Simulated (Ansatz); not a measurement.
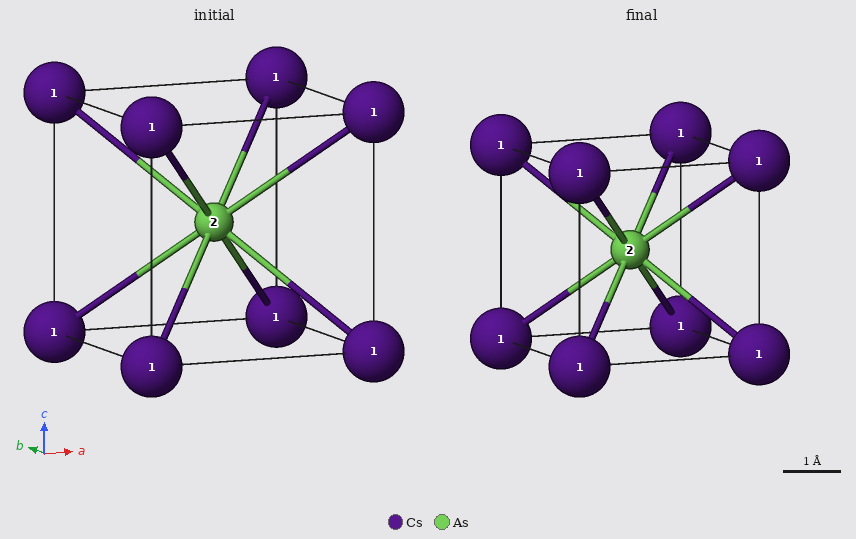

The structure of a crystal of CsAs (a generated structure, set up in Pm-3m) before (left) and after (right) a relaxation, at one scale.

The picture is a ball-and-stick view of the cell of the calculation, seen slightly off an axis.

The run lets cell and atoms move.

The calculation used Kohn-Sham DFT of a periodic cell, LDA, Ansatz PAW in Ansatz.

Input
```yaml
crystal:
  lattice:
    - [4.29494, 0.0, 0.0]
    - [0.0, 4.29494, 0.0]
    - [0.0, 0.0, 4.29494]
  atoms:
    - { symbol: Cs, position: [0.0, 0.0, 0.0] }
    - { symbol: As, position: [0.5, 0.5, 0.5] }
hamiltonian:
  xc: lda
  pseudopotentials: { kind: paw }
kpoints:
  mp_grid: { grid: [6, 6, 6] }
scf:
  occupations: { method: fermi_dirac, width: 0.05 }
output:
  forces: true
  stress: true
  eigenvalues: true
relax:
  f_tol: 0.01
  max_steps: 40
  cell: { stress_tol: 0.05, p_target: 30.0 }
```

Command:
```bash
ansatz run input.yaml --threads 2 --pin off --max-ram 5632MiB --backend cpu --events-out ev --progress --plain --runs-dir out
```

**Describe what moved and what it gained.**

The atoms keep their places relative to the cell (all moves are under 0.005 Å). The volume changes by −47.1 %, with a = b = c 4.295 → 3.474 Å (−19.1 %). Some distances before and after: Cs1–Cs1 4.295 → 3.474 Å, Cs1–As2 3.720 → 3.009 Å. The space group stays Pm-3m (No. 221). Over 6 accepted moves (7 points after the start) the energy rises by 1.448 eV per cell of the calculation. With the target pressure of 30 GPa, the enthalpy E + pV changes by −5.533 eV per cell of the calculation. All forces vanish by symmetry, so only the cell relaxes. Pressure: −2.51 GPa at the start and 29.98 GPa at the end. At 1 point the geometry stayed and the basis and grid were re-selected for the new cell (energy shift of 1.3 meV per cell of the calculation at most each time).
